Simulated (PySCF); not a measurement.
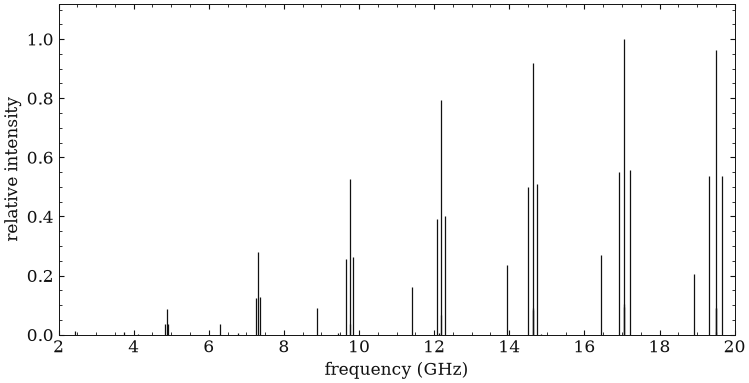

Simulated rotational absorption lines between 2 and 20 GHz at 2 K: rigid rotor with the equilibrium constants and dipole of one optimised conformer (PBE0-D3(BJ)/def2-SVP, PySCF), commonest isotopes; no centrifugal distortion, hyperfine structure, internal rotation or nuclear-spin weights; lines within 1 MHz of each other are summed.

> Which molecule gives this spectrum?
A. C₂H₃BN₂Se, SMILES N#C[BH2-][N+]#C[SeH]
B. C₃H₇NOSi, SMILES O=C1CCN[SiH2]1
C. C₄H₄FNSi, SMILES N#CCC#C[SiH2]F
D. C₂H₆BNSi, SMILES NBC#C[SiH3]

Option D. Rotational constants A, B, C = 25.02, 1.239, 1.198 GHz, |μa|, |μb|, |μc| = 1.75, 1.60, 0.00 D.

Note: coarse grid, loose stop and no frequency check, small forces are noise and the end may be a saddle.
